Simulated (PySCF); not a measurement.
# BH3S (SMILES BS) at SVWN5/STO-6G

What is the energy change on altering one bond length of BH3S at SVWN5/STO-6G? The job is set up through a Python script.

The calculation is run with PySCF 2.14.0.

11 further runs of the same task are left out: 11 set aside as unsound or not needed.

### 1 The molecule

The species is BH3S (5 atoms), meant as a singlet with charge 0. SMILES: `BS`. Geometry: relaxed at PBE0-D4/def2-TZVP.

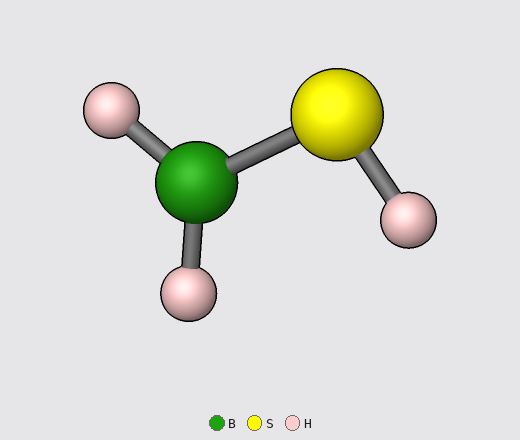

Viewed from a chosen angle; boron green, sulfur yellow, hydrogen pink.

### 2 The energy at SVWN5/STO-6G

The input, run.py:

```python
from pyscf import gto, dft

mol = gto.Mole()
mol.atom = '''
B   -0.392100  -0.421000   0.088100
S    0.161700   1.236900  -0.154300
H   -1.562900  -0.556400   0.264200
H    0.367100  -1.337600   0.074200
H    1.476100   1.004400  -0.313600
'''
mol.spin = 0
mol.basis = 'sto-6g'
mol.max_memory = 1860
mol.verbose = 3
mol.charge = 0
mol.build()

mf = dft.RKS(mol)
mf.xc = 'svwn'
mf.grids.level = 5
mf.conv_tol = 1e-10
mf.kernel()
if not mf.converged:
    mf = mf.newton().run(mf.mo_coeff, mf.mo_occ)

etot = mf.e_tot
print('Final energy', etot)
```

Command:

```console
$ OMP_NUM_THREADS=1 python run.py
```

What it wrote:

```text
converged SCF energy = -421.661945850135
Final energy -421.66194585013477
```

Run time: 1.7 s. Hardware: 1 thread of Arm Neoverse V2, shared host; peak memory 0.14 GiB.

### 3 The distorted shape

The input, job.py:

```python
from pyscf import gto, dft

mol = gto.M(
    atom='''
B      3.241481    -0.335016    -0.432515
S      4.288012     2.797961    -0.890584
H     -2.953453    -1.051444     0.499266
H      4.676161    -2.067139    -0.458782
H      6.771868     2.358599    -1.191618
''',
    basis='sto-6g',
    max_memory=1860,
    charge=0,
    verbose=4,
    unit='bohr',
)

myscf = dft.RKS(mol)
myscf.xc = 'svwn'
myscf.conv_tol = 1e-10
myscf.grids.level = 5
myscf.kernel()
if not myscf.converged:
    myscf = myscf.newton().run(myscf.mo_coeff, myscf.mo_occ)

e_tot = myscf.e_tot
print(f'total energy: {e_tot:.8f} hartree')
```

Command:

```console
$ OMP_NUM_THREADS=1 python job.py
```

What it wrote:

```text
PySCF version 2.14.0

[INPUT] num. atoms = 5
[INPUT] num. electrons = 24
[INPUT] charge = 0
[INPUT] spin (= nelec alpha-beta = 2S) = 0
[INPUT] symmetry False subgroup None
[INPUT] Mole.unit = bohr
[INPUT] Symbol           X                Y                Z      unit          X                Y                Z       unit  Magmom
[INPUT]  1 B      1.715317874830  -0.177282832494  -0.228877081381 AA    3.241481000000  -0.335016000000  -0.432515000000 Bohr   0.0
[INPUT]  2 S      2.269118230551   1.480617198243  -0.471276757210 AA    4.288012000000   2.797961000000  -0.890584000000 Bohr   0.0
[INPUT]  3 H     -1.562900021123  -0.556400203359   0.264200189387 AA   -2.953453000000  -1.051444000000   0.499266000000 Bohr   0.0
[INPUT]  4 H      2.474517835793  -1.093882850604  -0.242776979180 AA    4.676161000000  -2.067139000000  -0.458782000000 Bohr   0.0
[INPUT]  5 H      3.583518220958   1.248116840499  -0.630577089722 AA    6.771868000000   2.358599000000  -1.191618000000 Bohr   0.0

nuclear repulsion = 40.0297080194523
number of shells = 11
number of NR pGTOs = 102
number of NR cGTOs = 17
basis = sto-6g
ecp = {}

******** <class 'pyscf.dft.rks.RKS'> ********
method = RKS
initial guess = minao
damping factor = 0
level_shift factor = 0
DIIS = <class 'pyscf.scf.diis.CDIIS'>
diis_start_cycle = 1
diis_space = 8
diis_damp = 0
SCF conv_tol = 1e-10
SCF conv_tol_grad = None
SCF max_cycles = 50
direct_scf = True
direct_scf_tol = 1e-13
XC library pyscf.dft.libxc version 7.0.0
    S. Lehtola, C. Steigemann, M. J.T. Oliveira, and M. A.L. Marques.,  SoftwareX 7, 1–5 (2018)
XC functionals = svwn
    P. A. M. Dirac.,  Math. Proc. Cambridge Philos. Soc. 26, 376 (1930)
    F. Bloch.,  Z. Phys. 57, 545 (1929)
    S. H. Vosko, L. Wilk, and M. Nusair.,  Can. J. Phys. 58, 1200 (1980)
radial grids:
    Treutler-Ahlrichs [JCP 102, 346 (1995); DOI:10.1063/1.469408] (M4) radial grids

becke partition: Becke, JCP 88, 2547 (1988); DOI:10.1063/1.454033
pruning grids: <function nwchem_prune>
grids dens level: 5
symmetrized grids: False
atomic radii adjust function: <function treutler_atomic_radii_adjust>
small_rho_cutoff = 0
Set gradient conv threshold to 1e-05
Initial guess from minao.
tot grids = 156832
init E= -421.272728425506
  HOMO = -0.14751052232792  LUMO = -0.10540178575453  gap/eV = 1.14584
cycle= 1 E= -421.156146313721  delta_E= 0.117  |g|= 0.471  |ddm|= 2.65
  HOMO = -0.258951298058694  LUMO = -0.13020755404002  gap/eV = 3.50330
cycle= 2 E= -420.160737289535  delta_E= 0.995  |g|= 1.38  |ddm|= 3.34
  HOMO = -0.0864704267094055  LUMO = -0.0130150796588915  gap/eV = 1.99882
cycle= 3 E= -420.903776698196  delta_E= -0.743  |g|= 0.242  |ddm|= 1.76
  HOMO = -0.0485811510459774  LUMO = 0.1337822320347  gap/eV = 4.96236
cycle= 4 E= -420.962815367133  delta_E= -0.059  |g|= 0.409  |ddm|= 3.12
  HOMO = -0.0836104811789607  LUMO = 0.0604640651580948  gap/eV = 3.92047
cycle= 5 E= -421.008198509534  delta_E= -0.0454  |g|= 0.355  |ddm|= 0.256
  HOMO = -0.0916758904687329  LUMO = 0.0796307215568633  gap/eV = 4.66149
cycle= 6 E= -420.994696565402  delta_E= 0.0135  |g|= 0.352  |ddm|= 0.0921
  HOMO = -0.0486403837649592  LUMO = 0.0385010309431179  gap/eV = 2.37124
cycle= 7 E= -421.044968956423  delta_E= -0.0503  |g|= 0.381  |ddm|= 0.306
  HOMO = -0.054112955681681  LUMO = 0.0404774712631626  gap/eV = 2.57394
cycle= 8 E= -421.037517551202  delta_E= 0.00745  |g|= 0.373  |ddm|= 0.0436
  HOMO = -0.10970450270727  LUMO = -0.0439922146303821  gap/eV = 1.78812
cycle= 9 E= -420.867279028095  delta_E= 0.17  |g|= 0.369  |ddm|= 3.04
  HOMO = -0.161400204411023  LUMO = -0.0926945223518527  gap/eV = 1.86958
cycle= 10 E= -420.849892608624  delta_E= 0.0174  |g|= 0.412  |ddm|= 0.106
  HOMO = -0.119247768509238  LUMO = 0.0561024082313255  gap/eV = 4.77152
[... cycles 11 to 40 left out ...]
cycle= 41 E= -421.355652165314  delta_E= -0.049  |g|= 0.146  |ddm|= 0.334
  HOMO = -0.067812231439887  LUMO = -0.0344381837238513  gap/eV = 0.90815
cycle= 42 E= -421.274227399861  delta_E= 0.0814  |g|= 0.355  |ddm|= 1.01
  HOMO = -0.0628434368083668  LUMO = -0.033492991049249  gap/eV = 0.79867
cycle= 43 E= -421.343081413231  delta_E= -0.0689  |g|= 0.202  |ddm|= 0.394
  HOMO = -0.0611670226946839  LUMO = -0.0330916629392923  gap/eV = 0.76397
cycle= 44 E= -421.365075146239  delta_E= -0.022  |g|= 0.0618  |ddm|= 0.267
  HOMO = -0.0607851810823885  LUMO = -0.0328510303203217  gap/eV = 0.76013
cycle= 45 E= -421.366619034798  delta_E= -0.00154  |g|= 0.0317  |ddm|= 0.0536
  HOMO = -0.0605789078272272  LUMO = -0.0327268818101327  gap/eV = 0.75789
cycle= 46 E= -421.367111978586  delta_E= -0.000493  |g|= 0.00967  |ddm|= 0.0387
  HOMO = -0.0604728613878154  LUMO = -0.0326535484470344  gap/eV = 0.75700
cycle= 47 E= -421.36716174241  delta_E= -4.98e-05  |g|= 0.0011  |ddm|= 0.0189
  HOMO = -0.0604857676554238  LUMO = -0.0326636731470447  gap/eV = 0.75708
cycle= 48 E= -421.367162393036  delta_E= -6.51e-07  |g|= 0.000105  |ddm|= 0.00175
  HOMO = -0.0604870707791215  LUMO = -0.0326647112863124  gap/eV = 0.75708
cycle= 49 E= -421.367162398942  delta_E= -5.91e-09  |g|= 1.1e-05  |ddm|= 0.000165
  HOMO = -0.0604871671676525  LUMO = -0.0326647651241725  gap/eV = 0.75709
cycle= 50 E= -421.367162399002  delta_E= -6.04e-11  |g|= 3.12e-06  |ddm|= 2.47e-05
  HOMO = -0.0604867564595148  LUMO = -0.0326646408735143  gap/eV = 0.75708
Extra cycle  E= -421.367162394517  delta_E= 4.49e-09  |g|= 9.19e-05  |ddm|= 0.000164
SCF not converged.
SCF energy = -421.367162394517

******** <class 'pyscf.soscf.newton_ah.SecondOrderRKS'> ********
method = SecondOrderRKS
initial guess = minao
damping factor = 0
level_shift factor = 0
DIIS = <class 'pyscf.scf.diis.CDIIS'>
diis_start_cycle = 1
diis_space = 8
diis_damp = 0
SCF conv_tol = 1e-10
SCF conv_tol_grad = None
SCF max_cycles = 50
direct_scf = True
direct_scf_tol = 1e-13
XC library pyscf.dft.libxc version 7.0.0
    S. Lehtola, C. Steigemann, M. J.T. Oliveira, and M. A.L. Marques.,  SoftwareX 7, 1–5 (2018)
XC functionals = svwn
    P. A. M. Dirac.,  Math. Proc. Cambridge Philos. Soc. 26, 376 (1930)
    F. Bloch.,  Z. Phys. 57, 545 (1929)
    S. H. Vosko, L. Wilk, and M. Nusair.,  Can. J. Phys. 58, 1200 (1980)
radial grids:
    Treutler-Ahlrichs [JCP 102, 346 (1995); DOI:10.1063/1.469408] (M4) radial grids

becke partition: Becke, JCP 88, 2547 (1988); DOI:10.1063/1.454033
pruning grids: <function nwchem_prune>
grids dens level: 5
symmetrized grids: False
atomic radii adjust function: <function treutler_atomic_radii_adjust>
small_rho_cutoff = 0
******** <class 'pyscf.dft.rks.RKS'> Newton solver flags ********
SCF tol = 1e-10
conv_tol_grad = None
max. SCF cycles = 50
direct_scf = True
direct_scf_tol = 1e-13
max_cycle_inner = 12
max_stepsize = 0.05
ah_start_tol = 1e+09
ah_level_shift = 0
ah_conv_tol = 1e-12
ah_lindep = 1e-14
ah_start_cycle = 1
ah_max_cycle = 40
ah_grad_trust_region = 2.5
kf_interval = 4
kf_trust_region = 5
canonicalization = True
Set conv_tol_grad to 1e-05
  HOMO = -0.0604983261424307  LUMO = -0.0326676776167794  gap/eV = 0.75731
Initial guess E= -421.367162394517  |g|= 9.18879e-05
macro= 0  E= -421.367162399007  delta_E= -4.48938e-09  |g|= 9.18879e-05  1 KF 4 JK
macro= 1  E= -421.367162399007  delta_E= 0  |g|= 1.64472e-06  1 KF 2 JK
Canonicalize SCF orbitals
macro X = 2  E=-421.367162399007  |g|= 1.64472e-06  total 3 KF 9 JK
converged SCF energy = -421.367162399007
total energy: -421.36716240 hartree
```

Wall time 6.6 s (1 thread of Arm Neoverse V2, shared host); peak memory 0.15 GiB.

### 4 Results

At SVWN5/STO-6G:

| quantity | value |
| --- | --- |
| first shape: total energy | -421.66195 Eh |
| first shape: dipole moment | 1.57 D |
| first shape: HOMO energy | -4.55 eV |
| first shape: LUMO energy | 1.07 eV |
| first shape: HOMO–LUMO gap | 5.63 eV |
| distorted shape: total energy | -421.36716 Eh |
| distorted shape: dipole moment | 2.98 D |
| distorted shape: HOMO energy | -1.65 eV |
| distorted shape: LUMO energy | -0.89 eV |
| distorted shape: HOMO–LUMO gap | 0.76 eV |
| energy change with the B1–H3 bond stretched from 1.192 to 3.337 Å | 8.021 eV |

What this shows: One bond (distorted shape) is far stretched, which a spin-restricted single reference describes badly; a broken-symmetry solution may lie lower. With the B1–H3 bond stretched from 1.192 to 3.337 Å the energy rises by 8.02 eV (185 kcal/mol). The first shape isn't relaxed at this level, so the change isn't measured from a minimum. A restricted reference can't describe the breaking bond well at this length. The minimal basis adds a large error of its own.
